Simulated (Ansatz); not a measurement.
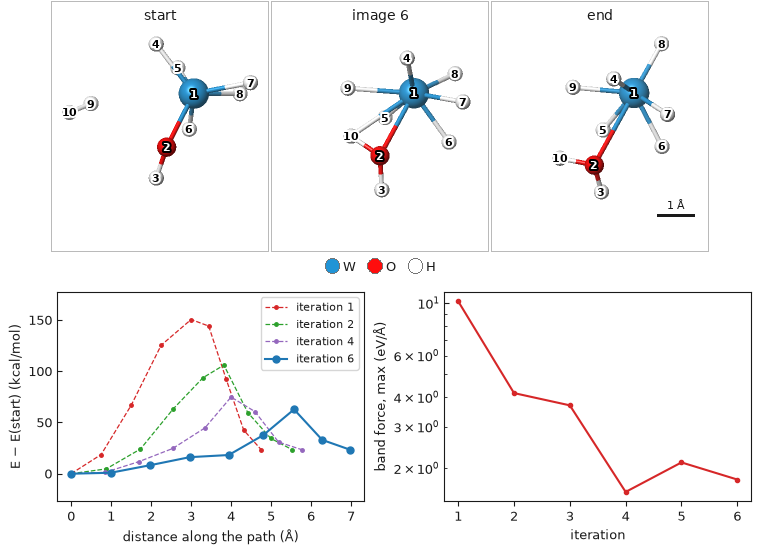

NEB run on WH$_{8}$O, made up at the start of WH6O and H$_{2}$. Images are numbered from 0 (start) to 8 (end). The plot follows the band through its iterations. Style: ball-and-stick. Shown at a tilt.

These are results of RKS PBE-D4/def2-TZVP in Ansatz 0.2.0, not measurements. Run with 7 movable images; climbing image; force threshold 0.05 eV/Å; iteration limit 6; starting path through a guess of the saddle point.

Q: Did the band converge, and can the barrier be trusted?

A: The result isn't final. The band hadn't converged when the run stopped after 6 iterations. The largest component of the band force went from 10 to 1.8 eV/Å. The barrier read from it is provisional: over the last two iterations the highest image moved from 74.8 kcal/mol to 62.8 kcal/mol. The iteration limit was low. The first iteration put the highest image at 150.5 kcal/mol. Forward barrier 62.8 kcal/mol, backward barrier 39.4 kcal/mol, with image 6 at the top; the reaction energy is +23.4 kcal/mol.

Limits of the set-up: the start holds two separate molecules, 2.6 Å apart at their closest, whose relative position is a soft coordinate.
